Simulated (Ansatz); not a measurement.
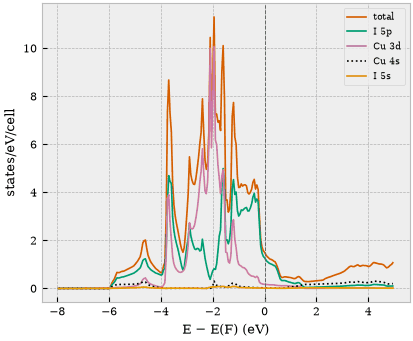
Figure. Total and projected density of states of CuI2 in space group P4/mmm (No. 123; Cu on 1a, I on 2f), DFT-PBE+D3(BJ) in the program Ansatz with PAW potentials

Problem. Which orbitals carry the states next to the Fermi level?

Solution. Within 0.5 eV of the Fermi level: I 5p 86 %, Cu 3d 11 %. Projections are on Löwdin-orthogonalised atomic valence shells; empty p or d shells of many metals are not among them.

Problem. Where is the tallest occupied peak in this window, and what makes it?

Solution. Near -1.9 eV, about 11 states/eV per cell; the largest projected share is Cu 3d.

The first step of the workflow began from a Materials Project structure, measured or hypothetical; the Crystallography Open Database copy checked does not list it. Whether it is the stable phase at ambient conditions was not checked. The cell was relaxed with PBE+D3(BJ) under the symmetry of its start; its stability against distortions is not shown here. The run is not spin-polarised. Its formation energy is positive at this level, so the cell may be metastable or incomplete. With an odd number of electrons in the cell and no spin polarisation, the count alone makes it a metal. Scalar-relativistic: spin–orbit coupling is off unless named, which matters more the heavier the elements.

Potentials: the later of the program's two PAW sets.
